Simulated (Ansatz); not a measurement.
```xyz
7

C    -0.9162    0.5554   -0.3659
C    -0.0386    0.6822    0.6395
In    1.1251   -1.0081    0.1249
S    -0.7305   -0.7858   -1.5130
H    -1.7560    1.2292   -0.5370
H    -0.0691    1.4650    1.3874
H     2.3853   -2.1380    0.2641
```

Geometry: PBE0-D4/def2-TZVP; core potentials replace the inner electrons of In.

Method: Ansatz, RKS PBE0-D4/def2-TZVPP.

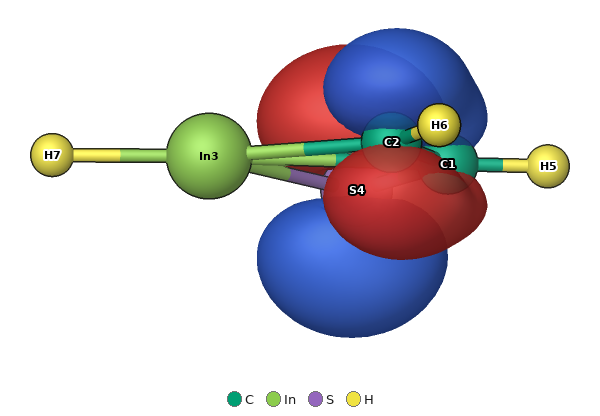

C2H3InS. The HOMO at ±0.15 Å⁻³ᐟ² (blue and red are the two phases), seen from one side.

What is the character of this orbital?

Answer. Its weight (Hirshfeld) is mainly on S4 (about 60 %), C2 (about 25 %) and C1 (about 10 %); it changes sign across the molecular plane (π type); π-bonding across C1–C2. Its energy is −5.97 eV.
